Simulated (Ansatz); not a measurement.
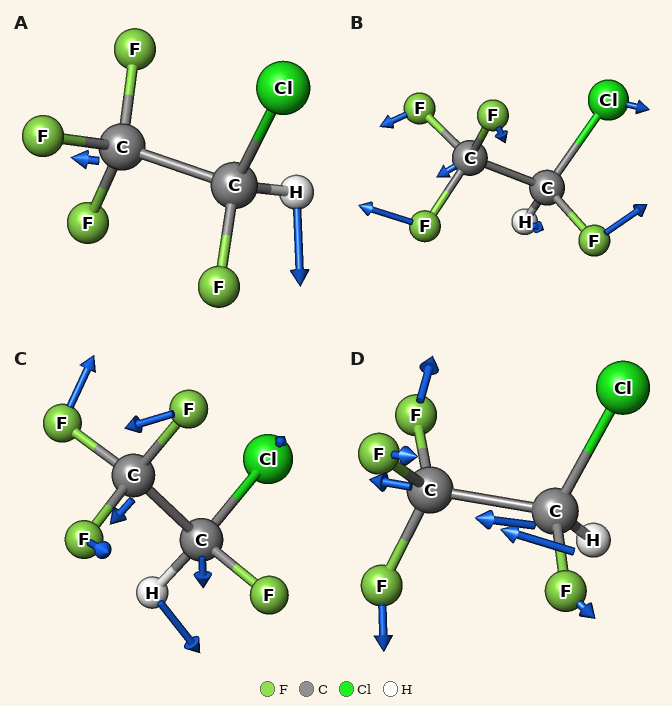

4 normal modes of one molecule or complex, as arrows. Harmonic vibrations computed with RKS PBE0-D4/def2-TZVP (Ansatz 0.2.0) at a stationary point of the same level.

> Match the panels to the wavenumbers 322 cm⁻¹, 532 cm⁻¹, 705 cm⁻¹, 1316 cm⁻¹.

A: 1316 cm⁻¹
B: 322 cm⁻¹, angle bending
C: 532 cm⁻¹
D: 705 cm⁻¹
